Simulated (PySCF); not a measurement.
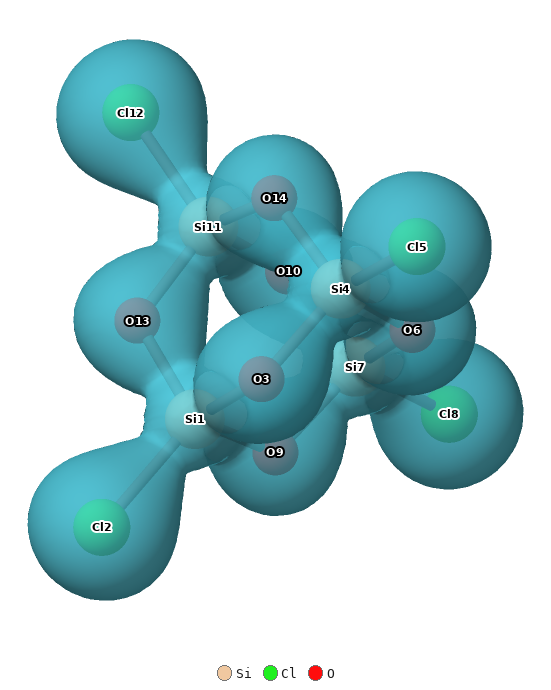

*Cl4O6Si4 ((ClSi)4O6 adamantane). Isosurface of the electron density at 0.5 e/Å³ (cyan), seen from one side.*

Geometry: PBE0-D3(BJ)/def2-SVP.

Level of theory: PBE0/pcSseg-1, SCF density, gas phase, non-relativistic (PySCF).

```xyz
14

Si   -0.5713   -0.0526    1.6360
Cl   -1.2350   -0.1024    3.5256
O     1.0772    0.1476    1.5316
Si    1.7165    0.2073   -0.0029
Cl    3.7069    0.4516   -0.0095
O     1.2354   -1.1983   -0.7505
Si   -0.4024   -1.4871   -0.7932
Cl   -0.8588   -3.2039   -1.7224
O    -0.9143   -1.4433    0.7889
O    -1.0807   -0.1562   -1.5255
Si   -0.7482    1.3167   -0.8278
Cl   -1.6174    2.8499   -1.7800
O    -1.2379    1.1912    0.7564
O     0.9105    1.4357   -0.7834
```

Question: Which contacts does the surface bridge?

Answer: At this value the surface is in one piece. It bridges the sampled Si–O (1.66 Å) and Si–Cl (2.00 Å) contacts, where the density stays above the isovalue. On the grid the lowest density along these lines, outside the cores, is 0.95 e/Å³ (Si–O, 1.66 Å) and 0.75 e/Å³ (Si–Cl, 2.00 Å).
